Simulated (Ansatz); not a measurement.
# Si, response to strain

The parent structure is Si in the diamond structure (space group Fd-3m, No. 227; a = 5.434 Å).

Strains are applied to the cell and any free atomic positions relax.

The values are results of PBEsol, PAW, 420 eV (Ansatz, a quantum-chemistry and plane-wave program; no spin-orbit coupling), not measurements.

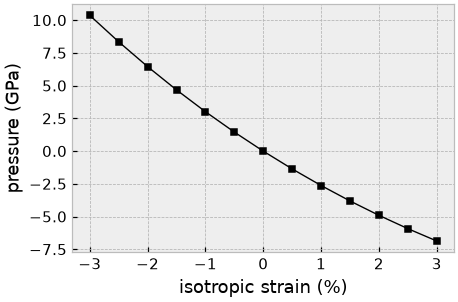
Figure. Pressure against isotropic strain

```
isotropic strain (%)   pressure
--------------------  ---------
-3                    10.36 GPa
-2.5                   8.34 GPa
-2                     6.45 GPa
-1.5                   4.67 GPa
-1                     3.01 GPa
-0.5                   1.45 GPa
0.5                   -1.36 GPa
1                     -2.63 GPa
1.5                   -3.81 GPa
2                     -4.91 GPa
2.5                   -5.93 GPa
3                     -6.87 GPa
```

Stability against distortions was not tested.
